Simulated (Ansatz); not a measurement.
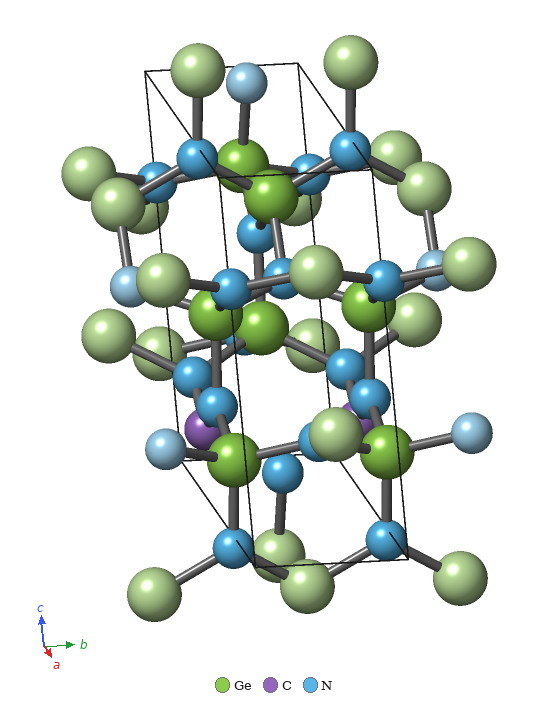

Drawn in the ball-and-stick manner and seen slightly off an axis. The wireframe shows the conventional unit cell. Bonded neighbours in the next cells are drawn too, in fainter colours.

Ge₅CN₈, space group Pm (No. 6), a = 7.652 Å, b = 3.023 Å, c = 7.771 Å, α = 90.00°, β = 118.67°, γ = 90.00°. Origin of the cell: a structure type filled with these elements by a generator (whether the compound takes this form wasn't checked). Earlier steps of the study, as a rule a relaxation of our own, may have changed the cell and positions, so they can lie some per cent off the listed ones. A calculation with Ansatz used it as input.

This one geometry was computed with Ansatz (DFT, plane waves, PAW) at five levels of theory: PBE, PBE with spin-orbit coupling, PBE0, r2SCAN and HSE06. It was relaxed beforehand with r2SCAN.

### Which level gives the highest pressure at this volume, and what does that say about its equilibrium volume?

Highest: PBE (6.4 GPa) and PBE with spin-orbit coupling (6.4 GPa), which points to the largest equilibrium volume. Lowest, with the smallest volume: PBE0 (-1.6 GPa) and HSE06 (-1.4 GPa). Levels within 0.5 GPa of each other can't be told apart.

### How does the band gap change with the level of theory?

PBE with spin-orbit coupling: a gap of 1.21 eV, indirect; PBE: a gap of 1.21 eV, indirect; r2SCAN: a gap of 1.50 eV, indirect; HSE06: a gap of 2.53 eV, indirect; PBE0: a gap of 3.26 eV, indirect.

### Collect the results in a table.

| level | cutoff (eV) | k-mesh of the run's cell | gap (eV) | pressure (GPa) |
| --- | --- | --- | --- | --- |
| PBE | 420 | 4×8×4 | 1.21 | 6.4 |
| PBE with spin-orbit coupling | 420 | 4×8×4 | 1.21 | 6.4 |
| PBE0 | 420 | 2×6×2 | 3.26 | -1.6 |
| r2SCAN | 500 | 4×8×4 | 1.50 | 0.0 |
| HSE06 | 420 | 2×6×2 | 2.53 | -1.4 |

Gaps are taken on the k-mesh or band path of each run.
